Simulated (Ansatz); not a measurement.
Input file:

```
crystal:
  periodic: [false, false, false]
  atoms:
    - {symbol: Cl, position_ang: [-1.169245, -2.293315, 0.411478]}
    - {symbol: C, position_ang: [-0.358007, -0.819919, 0.163156]}
    - {symbol: C, position_ang: [0.836773, -0.329965, 0.466728]}
    - {symbol: Si, position_ang: [-0.185872, 0.871566, -0.438874]}
    - {symbol: H, position_ang: [1.727498, -0.673809, 0.975570]}
    - {symbol: H, position_ang: [-0.837764, 2.011292, 0.248794]}
    - {symbol: H, position_ang: [0.047816, 1.166150, -1.872551]}
basis:
  gaussian: {orbitals: def2-TZVPP}
hamiltonian: {xc: pbe0, dispersion: d4}
output: {orbitals: {seedname: orbitals}}
```

Run with:

```sh
ansatz run in.yaml --threads 2 --pin off --events-out ev --progress --plain --max-ram 4352MiB
```

Geometry: PBE0-D4/def2-TZVP.

Method: RKS PBE0-D4/def2-TZVPP (Ansatz).

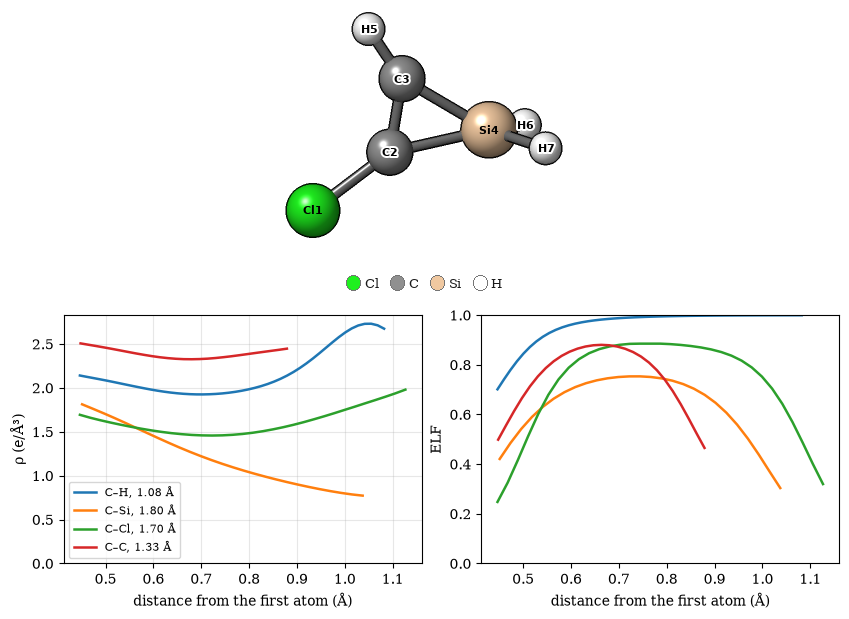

C₂H₃ClSi (SMILES ClC1=C[SiH2]1). Total electron density and ELF along straight lines between neighbouring atoms. The curves leave out the atomic cores. The structure is drawn too.

Q: Compare the contacts.

A: C–H (1.08 Å): ρ at the midpoint is about 2 e/Å³; the ELF climbs to about 1 towards the hydrogen, as it does in any bond to H (an ordinary covalent bond to hydrogen).
C–Si (1.80 Å): the density is about 0.9 e/Å³ at the midpoint; the ELF peaks at about 0.75 between the atoms; a shared electron pair.
C–Cl (1.70 Å): ρ at the midpoint is about 1.5 e/Å³; the ELF peaks at about 0.90 between the atoms: localised, covalent bonding.
C–C (1.33 Å): ρ is about 2.3 e/Å³ halfway; the ELF peaks at about 0.90 between the atoms (a short, multiple covalent bond).
